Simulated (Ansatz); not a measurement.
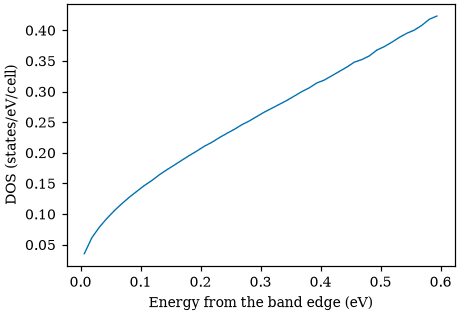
Density of states of GaP (F-43m) below the valence band maximum, HSE06, rigid bands (Ansatz, a program for electronic structure); cell volume 40.2 Å³.

Problem. What effective density of states at 300 K does this give (∫ g(E) exp(−E/k_BT) dE, both spins, divided by the cell's size)?

Solution. 4.2e19 cm⁻³, a density-of-states mass of 1.40 mₑ, valleys and band degeneracy included.

Spin-orbit coupling is left out; where it splits the top of the valence band, N_v and the p-type Seebeck coefficient come out somewhat high without it. Geometry: cell and atoms relaxed with PBEsol.
